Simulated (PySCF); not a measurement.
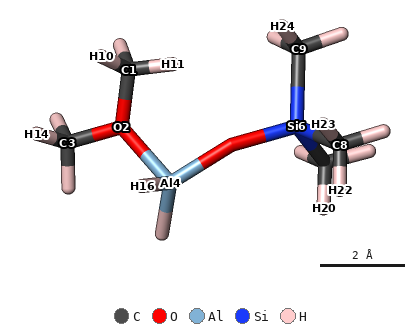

The structure (stick view, seen on its broad side; atoms are numbered from 1 in the order of the input). Sticks mark near contacts.

Run report: C$_{5}$H$_{17}$AlO$_{2}$Si, NMR shielding calculation

- system: C$_{5}$H$_{17}$AlO$_{2}$Si
- method: GIAO PBE0/pcSseg-1 NMR shielding, non-relativistic, gas phase (PySCF 2.14.0)

The geometry comes from this level: PBE0-D3(BJ)/def2-SVP. It belongs to a series of runs on one base structure; here: H on Al replaced by OSiMe3. Figures and captions count atoms from 1; the log counts them from 0 in places.

### What the program printed
```
coarse grid: 21392 points
cycle   1  E = -882.2848306932  dE =  4.472e-01  |g| = 1.005e+00  |ddm| = 4.277e+00
cycle   2  E = -881.9426674752  dE =  3.422e-01  |g| = 1.643e+00  |ddm| = 2.235e+00
cycle   3  E = -882.4755778413  dE = -5.329e-01  |g| = 2.323e-01  |ddm| = 1.691e+00
cycle   4  E = -882.4861678427  dE = -1.059e-02  |g| = 6.484e-02  |ddm| = 2.098e-01
cycle   5  E = -882.4870376988  dE = -8.699e-04  |g| = 1.940e-02  |ddm| = 5.287e-02
cycle   6  E = -882.4870985382  dE = -6.084e-05  |g| = 5.965e-03  |ddm| = 1.425e-02
cycle   7  E = -882.4871048861  dE = -6.348e-06  |g| = 9.137e-04  |ddm| = 4.276e-03
final grid: 193600 points
cycle   8  E = -882.5594194108  dE = -3.181e-05  |g| = 1.496e-02  |ddm| = 2.574e-02
cycle   9  E = -882.5593759659  dE =  4.344e-05  |g| = 2.159e-02  |ddm| = 2.188e-02
cycle  10  E = -882.5594620488  dE = -8.608e-05  |g| = 2.273e-03  |ddm| = 1.402e-02
cycle  11  E = -882.5594631212  dE = -1.072e-06  |g| = 2.439e-04  |ddm| = 1.888e-03
cycle  12  E = -882.5594631287  dE = -7.511e-09  |g| = 1.446e-04  |ddm| = 2.673e-04
cycle  13  E = -882.5594631323  dE = -3.582e-09  |g| = 3.209e-05  |ddm| = 1.104e-04
cycle  14  E = -882.5594631325  dE = -2.146e-10  |g| = 5.080e-06  |ddm| = 3.006e-05
```

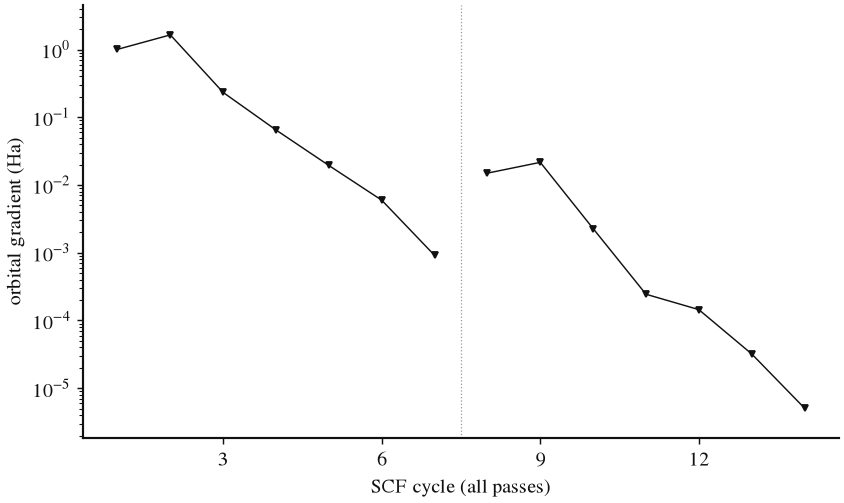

Convergence of the self-consistent field: orbital gradient against the SCF cycle. The dotted line marks the change from a coarse to the final integration grid. The first 7 cycles use a coarse grid, the final grid takes over at cycle 8, and the field converges after 14 cycles in all.

```
converged SCF energy = -882.5594631325

GIAO shielding tensors (ppm)
atom      isotropic    diamagn.    paramagn.     s11        s22        s33       span
  0 C      124.514     249.762    -125.248     94.948     97.806    180.788     85.840
  1 O      329.122     407.149     -78.027    293.648    330.326    363.391     69.742
  2 C      125.574     240.923    -115.349     93.700     98.672    184.349     90.649
  3 Al     445.850     798.688    -352.838    404.158    436.908    496.484     92.326
  4 O      257.208     403.470    -146.262    230.363    244.725    296.536     66.173
  5 Si     345.531     882.404    -536.873    327.320    332.395    376.877     49.558
  6 C      181.649     257.033     -75.384    173.848    181.117    189.981     16.134
  7 C      181.306     255.738     -74.432    172.375    181.251    190.292     17.918
  8 C      181.561     257.987     -76.426    173.703    181.650    189.329     15.626
  9 H       28.229      31.138      -2.908     24.897     25.743     34.047      9.150
 10 H       26.281      34.399      -8.118     19.551     27.352     31.939     12.388
 11 H       28.178      32.003      -3.825     24.945     25.894     33.695      8.750
 12 H       28.069      27.406       0.663     24.171     25.390     34.645     10.474
 13 H       28.069      26.480       1.589     24.261     25.378     34.567     10.306
 14 H       27.040      28.387      -1.347     22.471     25.592     33.057     10.585
 15 H       27.374      32.063      -4.689     24.067     25.553     32.502      8.436
 16 H       27.313      32.968      -5.655     24.007     26.024     31.908      7.901
 17 H       31.141      34.177      -3.036     27.248     29.302     36.872      9.624
 18 H       31.452      29.664       1.788     27.482     28.706     38.167     10.685
 19 H       31.005      32.088      -1.083     27.372     28.626     37.018      9.645
 20 H       31.466      28.714       2.752     27.484     28.784     38.131     10.647
 21 H       31.077      30.951       0.127     27.261     28.792     37.179      9.918
 22 H       31.012      31.716      -0.704     27.111     28.944     36.979      9.868
 23 H       31.141      33.226      -2.085     27.972     28.770     36.682      8.710
 24 H       31.373      30.203       1.170     27.341     28.598     38.179     10.838
 25 H       31.201      34.826      -3.624     27.568     29.347     36.689      9.122
```

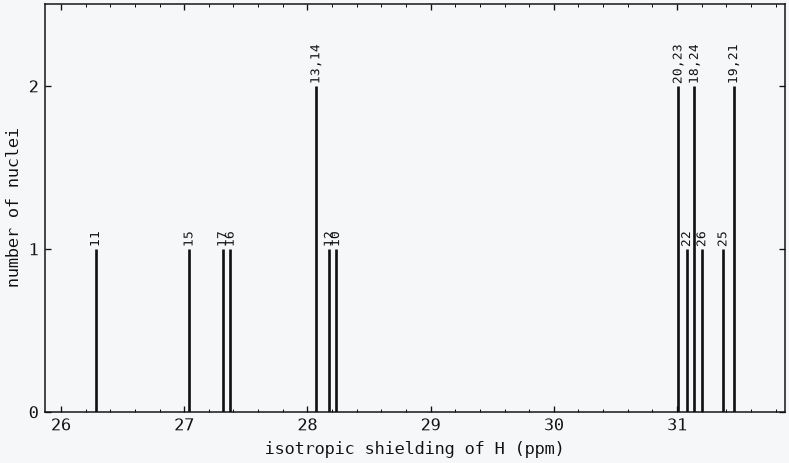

Isotropic shieldings of the hydrogen nuclei in this fixed geometry, labelled by atom number; shielding grows to the right, so chemical shift grows to the left. The least shielded is H11 (26.3 ppm), the most shielded H21 (31.5 ppm).

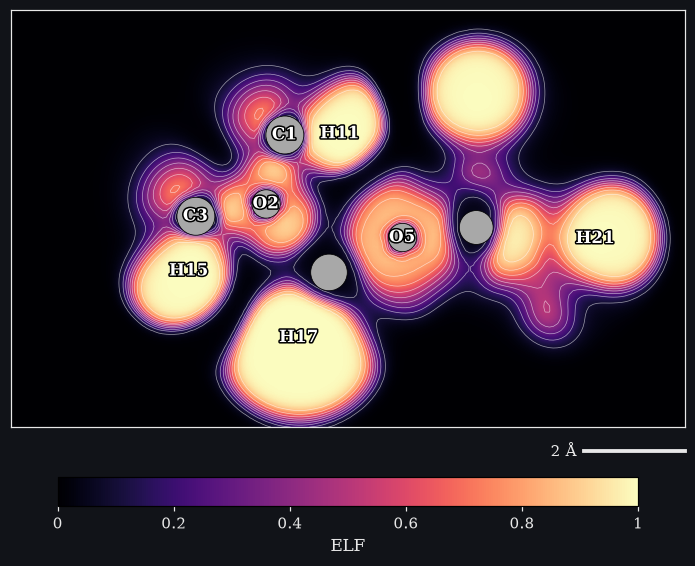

Electron localisation function on the plane of atoms C1, O2 and C3. Grey discs, where drawn, cover atomic cores. Atoms in the plane: C, O and H. C–O (1.42 Å): the ELF peaks at about 0.90 between the atoms, which marks a polar covalent bond.

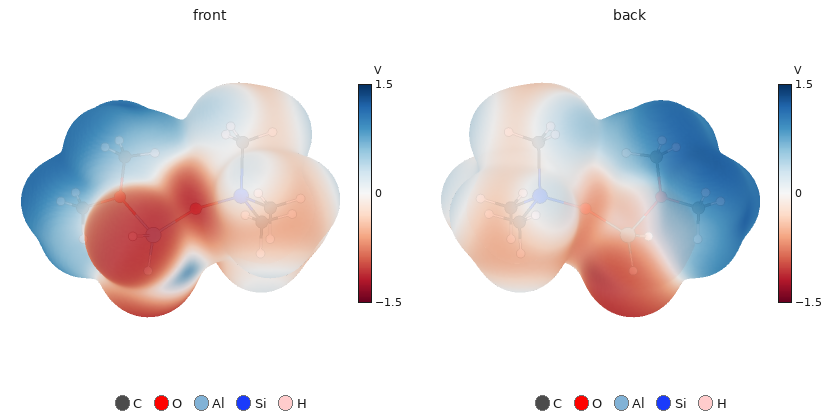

The electrostatic potential painted on the density surface at 0.001 e/bohr³, seen face on and from behind; the colour scale runs from red (negative) to blue (positive).

The run was set up as follows.

### The input
```
{"job": {"kind": "nmr", "xc": "PBE0", "basis": "pcSseg-1"}, "charge": 0, "multiplicity": 1}
C      2.352132    -0.969781     0.547312
O      2.361372    -0.087213    -0.564893
C      3.581451    -0.034077    -1.281294
Al     1.119101     1.468966    -0.596640
O     -0.243433     0.669746     0.100603
Si    -1.769124     0.112110     0.382103
C     -2.643705    -0.231115    -1.245141
C     -2.739744     1.380644     1.369625
C     -1.637800    -1.485325     1.370612
H      3.103848    -0.657805     1.290731
H      1.345323    -0.914666     0.977874
H      2.563358    -1.994949     0.205487
H      3.833871    -1.036998    -1.659420
H      4.394458     0.339327    -0.637342
H      3.429948     0.650154    -2.126115
H      1.889649     2.486852     0.369619
H      1.121520     1.745705    -2.172912
H     -2.097610    -0.985723    -1.833373
H     -3.668041    -0.603240    -1.082148
H     -2.708590     0.684117    -1.854835
H     -3.753149     1.018227     1.606254
H     -2.839832     2.322565     0.807182
H     -2.229732     1.609899     2.318665
H     -1.123391    -1.313033     2.329973
H     -2.632324    -1.903172     1.595379
H     -1.073458    -2.250375     0.812994
```

The first line tells a small driver script what to run in PySCF; the rest is the geometry in Å.

Launched with:
```bash
OMP_NUM_THREADS=1 python <driver script> task.json out
```

### Summary

| quantity | value |
| --- | --- |
| outcome | converged |
| total energy | −882.559463 hartree |
| HOMO | −7.06 eV |
| LUMO | 0.67 eV |
| dipole moment | 4.79 D |
| isotropic shielding, C | 124.5 to 181.6 ppm |
| isotropic shielding, O | 257.2 to 329.1 ppm |
| isotropic shielding, Al | 445.9 ppm |
| isotropic shielding, Si | 345.5 ppm |
| isotropic shielding, H | 26.3 to 31.5 ppm |
| hardware | 1 CPU thread, shared host |
| wall time | 2.1 min |
| peak memory | 1.4 GiB |
